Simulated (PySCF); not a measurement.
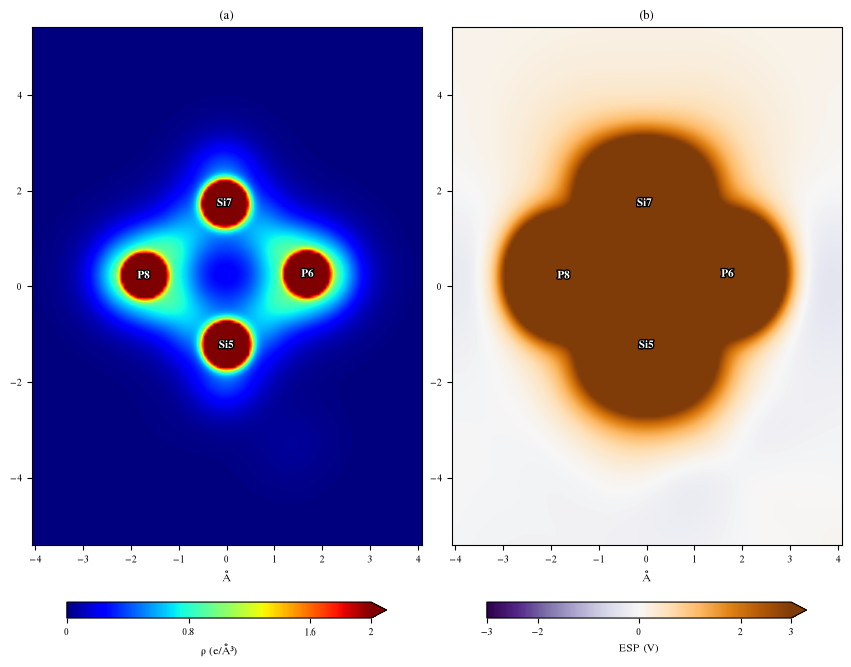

*CH$_{5}$Cl$_{3}$P$_{2}$Si$_{2}$ (SMILES ClC(Cl)(Cl)[SiH]1P[SiH2]P1). (a) electron density; (b) electrostatic potential on the plane of atoms P6, Si5 and P8.*

Geometry: GFN2-xTB.

All numbers below come from CAM-B3LYP/def2-SVPD, SCF density, gas phase in PySCF 2.14.0.

The calculation's input:

```
{"job": {"kind": "uv", "xc": "CAM-B3LYP", "basis": "def2-SVPD", "nstates": 8, "ntriplets": 3}, "charge": 0, "multiplicity": 1}
Cl     2.578488    -1.837522    -0.670183
C      1.912231    -0.595609     0.397825
Cl     2.731026    -0.674324     1.961714
Cl     2.191908     1.002485    -0.316815
Si     0.005781    -0.846298     0.637762
P     -0.720640     1.186953     1.284902
Si    -1.643188     1.166970    -0.804193
P     -1.020059    -0.948555    -1.377105
H     -0.144647    -2.035921     1.473356
H     -1.845583     0.695152     1.924978
H     -3.102565     1.260729    -0.784347
H     -1.029630     2.215967    -1.615816
H      0.082489    -0.589540    -2.129807
```

Launched as:

```sh
OMP_NUM_THREADS=1 python probes_run.py task.json out
```

Question: What does the map show?

Answer:
- Atoms in the plane: Si and P.
- Si–P (2.25 Å): ρ is about 0.73 e/Å³ halfway, with its minimum of 0.65 e/Å³ about 0.8 Å from Si.
- Outside the dense part of the molecule the potential is most negative (−0.4 V) near P6.
